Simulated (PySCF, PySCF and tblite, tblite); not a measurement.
**C₅H₁₀: conformers and averaged spectra**

Aim: find the conformers of C₅H₁₀ (`CC=C(C)C`), weigh them, and average their properties.

Computed with tblite 0.8.0 (tight binding) and PySCF 2.14.0 (DFT, with response routines of our own); each step states its level. Atoms count from 0 throughout.

### Step 1. The molecule as given

15 atoms, charge 0, multiplicity 1; geometry from: MMFF94s geometry.

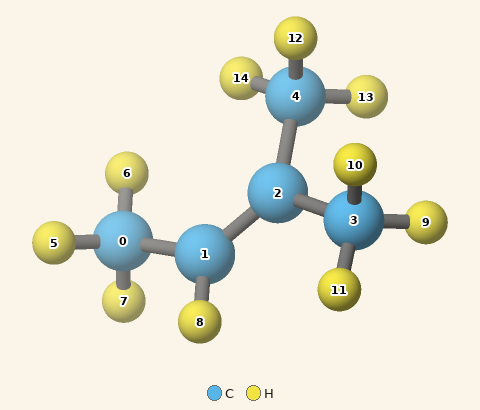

The starting geometry (carbon blue, hydrogen yellow), atoms numbered.

### Step 2. GFN2-xTB relaxation, conformer 1

Job settings and geometry (Å):

```
{"job": {"xc": "GFN2-xTB", "basis": "xTB", "kind": "relax"}, "charge": 0, "multiplicity": 1}
C      2.126500     0.061600    -0.141300
C      0.760200     0.703700    -0.088300
C     -0.427400     0.094900     0.025700
C     -1.700400     0.927600     0.062400
C     -0.669800    -1.387100     0.103400
H      2.723900     0.421300     0.691900
H      2.099000    -1.022400    -0.099700
H      2.621700     0.356800    -1.067700
H      0.799900     1.784700    -0.122500
H     -2.357300     0.659200    -0.763900
H     -2.242200     0.728700     1.002900
H     -1.503500     1.992300     0.017300
H     -1.188000    -1.637200     1.039200
H     -1.292400    -1.709400    -0.743800
H      0.245600    -1.966700     0.062400
```

On the command line:

```sh
OMP_NUM_THREADS=1 python ens_run.py task.json out
```

This one command runs the whole study; its stages follow in the order run.

What it wrote:

```text
step      E/eV     max force
  0    -429.37476    0.795
  1    -429.39023    0.454
  2    -429.39537    0.219
  3    -429.39958    0.147
  4    -429.40185    0.096
  5    -429.40271    0.077
  6    -429.40393    0.057
  7    -429.40429    0.036
  8    -429.40429    0.036
  9    -429.40441    0.032
 10    -429.40463    0.030
 11    -429.40470    0.026
 12    -429.40478    0.023
 13    -429.40482    0.023
 14    -429.40487    0.022
 15    -429.40493    0.020
 16    -429.40497    0.015
 17    -429.40499    0.012
 18    -429.40500    0.009
 19    -429.40501    0.008
 20    -429.40502    0.008
 21    -429.40503    0.009
 22    -429.40504    0.011
 23    -429.40505    0.013
 24    -429.40506    0.009
 25    -429.40507    0.006
 26    -429.40507    0.007
 27    -429.40507    0.006
 28    -429.40508    0.006
 29    -429.40508    0.004
 30    -429.40508    0.002
```

Wall time 0.47 s (1 thread of AMD EPYC, shared host).

Relaxing gained 0.030 eV and moved the atoms by 0.02 Å on average (rms).

### Step 3. Shieldings, conformer 1: KT3/pcSseg-1 in acetone

Job settings and geometry (Å):

```
{"job": {"xc": "KT3", "basis": "pcSseg-1", "solvent": "acetone", "kind": "nmr", "pop": true}, "charge": 0, "multiplicity": 1}
C      2.109595     0.061242    -0.140406
C      0.757710     0.695681    -0.079220
C     -0.426601     0.105835     0.021851
C     -1.691992     0.914492     0.070179
C     -0.660899    -1.373813     0.097835
H      2.721002     0.414676     0.690359
H      2.066340    -1.022475    -0.098324
H      2.612011     0.351027    -1.063697
H      0.786266     1.778268    -0.125344
H     -2.345413     0.643176    -0.758914
H     -2.233157     0.713955     0.994763
H     -1.484127     1.979784     0.013864
H     -1.183497    -1.618433     1.022589
H     -1.293016    -1.691410    -0.731468
H      0.261364    -1.944016     0.064019
```

What it wrote:

```text
coarse grid: 11632 points
cycle   1  E = -199.6509304288  dE =  2.344e-01  |g| = 5.432e-01  |ddm| = 3.347e+00
cycle   2  E = -199.5875364316  dE =  6.339e-02  |g| = 7.200e-01  |ddm| = 1.319e+00
cycle   3  E = -199.7384968053  dE = -1.510e-01  |g| = 3.329e-02  |ddm| = 8.185e-01
cycle   4  E = -199.7387312574  dE = -2.345e-04  |g| = 1.351e-02  |ddm| = 5.158e-02
cycle   5  E = -199.7387677789  dE = -3.652e-05  |g| = 6.002e-03  |ddm| = 1.649e-02
cycle   6  E = -199.7387748088  dE = -7.030e-06  |g| = 2.753e-03  |ddm| = 6.390e-03
final grid: 109760 points
cycle   7  E = -199.7349728353  dE = -1.455e-04  |g| = 7.051e-03  |ddm| = 4.842e-02
cycle   8  E = -199.7349187194  dE =  5.412e-05  |g| = 1.570e-02  |ddm| = 1.870e-02
cycle   9  E = -199.7349856306  dE = -6.691e-05  |g| = 8.100e-04  |ddm| = 1.359e-02
cycle  10  E = -199.7349857711  dE = -1.404e-07  |g| = 3.400e-04  |ddm| = 9.655e-04
cycle  11  E = -199.7349858034  dE = -3.235e-08  |g| = 3.302e-05  |ddm| = 3.744e-04
cycle  12  E = -199.7349858037  dE = -2.563e-10  |g| = 8.038e-06  |ddm| = 4.864e-05
converged SCF energy = -199.7349858037

GIAO shielding tensors (ppm)
atom      isotropic    diamagn.    paramagn.     s11        s22        s33       span
  0 C      167.832     249.047     -81.215    151.247    168.917    183.332     32.084
  1 C       68.125     255.173    -187.048    -18.772     84.311    138.836    157.608
  2 C       55.517     260.450    -204.933    -43.206     54.702    155.054    198.260
  3 C      156.528     248.293     -91.765    136.489    146.471    186.624     50.134
  4 C      166.814     249.061     -82.248    148.801    167.653    183.986     35.185
  5 H       30.008      29.039       0.969     25.995     27.748     36.280     10.285
  6 H       29.670      32.065      -2.394     25.337     30.677     32.997      7.660
  7 H       30.009      29.027       0.982     26.000     27.754     36.272     10.272
  8 H       26.299      34.445      -8.146     23.436     25.832     29.628      6.193
  9 H       29.907      29.868       0.039     26.626     28.080     35.015      8.389
 10 H       29.910      29.875       0.035     26.624     28.088     35.017      8.393
 11 H       30.068      31.401      -1.332     26.570     29.017     34.618      8.049
 12 H       30.246      30.204       0.042     26.626     28.148     35.964      9.338
 13 H       30.244      30.198       0.047     26.629     28.133     35.971      9.342
 14 H       29.370      32.219      -2.849     24.559     29.860     33.690      9.132
```

It took 29 s on 1 thread of AMD EPYC, shared host; peak memory 0.64 GiB.

Key values: HOMO -5.58 eV, LUMO -0.02 eV; dipole 0.31 D.

### Step 4. Single-point energy, conformer 1: B3LYP/def2-SVP in acetone

The job, as its differences from that of step 3:

```diff
@@ -1,2 +1,2 @@
-{"job": {"xc": "KT3", "basis": "pcSseg-1", "solvent": "acetone", "kind": "nmr", "pop": true}, "charge": 0, "multiplicity": 1}
+{"job": {"xc": "B3LYP", "basis": "def2-SVP", "solvent": "acetone", "kind": "sp"}, "charge": 0, "multiplicity": 1}
 C      2.109595     0.061242    -0.140406
```

What it wrote:

```text
coarse grid: 11632 points
cycle   1  E = -196.3078952337  dE =  2.989e-01  |g| = 4.226e-01  |ddm| = 3.800e+00
cycle   2  E = -196.3029197165  dE =  4.976e-03  |g| = 4.522e-01  |ddm| = 1.060e+00
cycle   3  E = -196.3605247462  dE = -5.761e-02  |g| = 1.613e-02  |ddm| = 5.791e-01
cycle   4  E = -196.3605756861  dE = -5.094e-05  |g| = 7.099e-03  |ddm| = 2.610e-02
cycle   5  E = -196.3605826182  dE = -6.932e-06  |g| = 4.756e-03  |ddm| = 1.090e-02
cycle   6  E = -196.3605884673  dE = -5.849e-06  |g| = 6.612e-04  |ddm| = 4.815e-03
final grid: 109760 points
cycle   7  E = -196.4007535985  dE = -3.758e-05  |g| = 5.704e-03  |ddm| = 3.207e-02
cycle   8  E = -196.4007516264  dE =  1.972e-06  |g| = 6.324e-03  |ddm| = 1.345e-02
cycle   9  E = -196.4007625577  dE = -1.093e-05  |g| = 5.235e-04  |ddm| = 7.310e-03
cycle  10  E = -196.4007626209  dE = -6.322e-08  |g| = 1.682e-04  |ddm| = 6.204e-04
cycle  11  E = -196.4007626282  dE = -7.254e-09  |g| = 2.042e-05  |ddm| = 1.663e-04
cycle  12  E = -196.4007626282  dE = -8.959e-11  |g| = 8.180e-06  |ddm| = 2.854e-05
converged SCF energy = -196.4007626282
```

It took 12 s on 1 thread of AMD EPYC, shared host; peak memory 0.58 GiB.

In short: HOMO -6.34 eV, LUMO 0.92 eV; dipole 0.31 D.

### Step 5. The ensemble: properties at KT3/pcSseg-1 in acetone

Job settings and geometry (Å):

```
{"job": {"study": "conf", "smiles": "CC=C(C)C", "search": {"seed": 9629, "n_embed": 45, "ff_keep": 10, "window": 3.0, "nmax": 10, "temps": [250, 273.15, 298.15, 323.15, 373.15], "t_ref": 298.15, "order": 0.001}, "level": {"nmr": {"xc": "KT3", "basis": "pcSseg-1", "solvent": "acetone"}, "sp": {"xc": "B3LYP", "basis": "def2-SVP", "solvent": "acetone"}}, "kind": "conf"}, "charge": 0, "multiplicity": 1}
C      2.109595     0.061242    -0.140406
C      0.757710     0.695681    -0.079220
C     -0.426601     0.105835     0.021851
C     -1.691992     0.914492     0.070179
C     -0.660899    -1.373813     0.097835
H      2.721002     0.414676     0.690359
H      2.066340    -1.022475    -0.098324
H      2.612011     0.351027    -1.063697
H      0.786266     1.778268    -0.125344
H     -2.345413     0.643176    -0.758914
H     -2.233157     0.713955     0.994763
H     -1.484127     1.979784     0.013864
H     -1.183497    -1.618433     1.022589
H     -1.293016    -1.691410    -0.731468
H      0.261364    -1.944016     0.064019
```

What it wrote:

```text
conformer  sym    E(xTB)   E(DFT)   G(298.15 K)  weight  dipole/D
    1     Cs      0.000    0.000    0.000   1.0000    0.309

mean shielding (ppm) by class
class atoms           250 K   273.15 K   298.15 K   323.15 K   373.15 K
  0 C  0            167.832    167.832    167.832    167.832    167.832
  1 C  1             68.125     68.125     68.125     68.125     68.125
  2 C  2             55.517     55.517     55.517     55.517     55.517
  3 C  3            156.528    156.528    156.528    156.528    156.528
  4 C  4            166.814    166.814    166.814    166.814    166.814
  5 H  5,6,7         29.896     29.896     29.896     29.896     29.896
  6 H  8             26.299     26.299     26.299     26.299     26.299
  7 H  9,10,11       29.962     29.962     29.962     29.962     29.962
  8 H  12,13,14      29.953     29.953     29.953     29.953     29.953
```

It took 43 s on 1 thread of AMD EPYC, shared host. This counts the runs that the step sums up.

The search (ETKDG and KDG, MMFF94s, GFN2-xTB) embedded 45 structures, kept 1 distinct ones after the force field and 1 after xTB; 1 was carried on (window 3.0 kcal/mol at the search's own energies). Energies: B3LYP/def2-SVP in acetone with D3(BJ).

The conformers at 298 K:

```csv
no.,group,mirror pair,ΔE xTB,ΔE DFT,ΔG,weight (%),μ (D),"A, B, C (GHz)"
1,Cs,no,0.00,0.00,0.00,100.0,0.31,"8.17, 3.55, 2.59"
```

Energies in kcal/mol. ΔG holds xTB vibrations and rotation, symmetry numbers and mirror pairs.

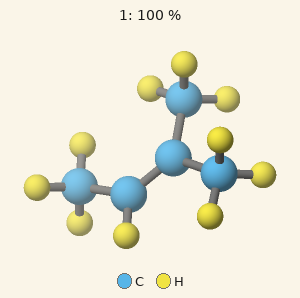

The one conformer.

Shifts against references run at the same level ($^{1}$H TMS 31.74, $^{13}$C TMS 185.5 ppm of shielding), by class of atoms, at 298 K:

```csv
atoms,environment,average
C2,fully substituted alkene carbon,130.0
C1,alkene CH,117.4
C3,allylic methyl carbon,29.0
C4,allylic methyl carbon,18.7
C0,allylic methyl carbon,17.7
H8,hydrogen on an alkene CH,5.44
"H5, H6, H7",hydrogen on an allylic methyl carbon,1.84
"H12, H13, H14",hydrogen on an allylic methyl carbon,1.79
"H9, H10, H11",hydrogen on an allylic methyl carbon,1.78
```

Effective distances for nuclear Overhauser effects, ⟨r⁻⁶⟩^(−1/6) over all pairs of two classes (Å): H5···H8 2.62; H8···H9 2.67; H5···H12 2.85; H9···H12 3.06; H8···H12 3.96.

### Step 6. What came out

```
                                          quantity                                                 value
                                        conformers  1; the first in weight is no. 1 (Cs), 100 % at 298 K
                           root-mean-square dipole                                                0.31 D
averaged $^{13}$C shifts (KT3/pcSseg-1 in acetone)                    130.0, 117.4, 29.0, 18.7, 17.7 ppm
 averaged $^{1}$H shifts (KT3/pcSseg-1 in acetone)                            5.44, 1.84, 1.79, 1.78 ppm
```

The search found one conformer in the window, so the averages are its own values.
